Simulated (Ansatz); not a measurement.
Base system: CaO in the rock salt structure (space group Fm-3m, No. 225; a = 4.8307 Å).

Modification: every lattice vector is stretched by 2.77 %, atoms relaxed at fixed cell.

Method: Kohn–Sham DFT with the PBE functional, run in Ansatz (an electronic-structure program) with PAW and 420 eV plane waves, no SOC.

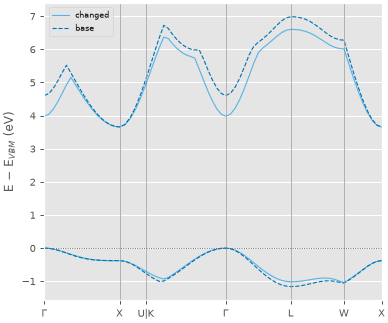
*Highest valence and lowest conduction band along the path, each from its own valence-band maximum*

The gap is 3.66 eV, indirect, Γ → X; the base has 3.66 eV.

The cells carry an imposed strain or load. Stability against distortions was not tested.
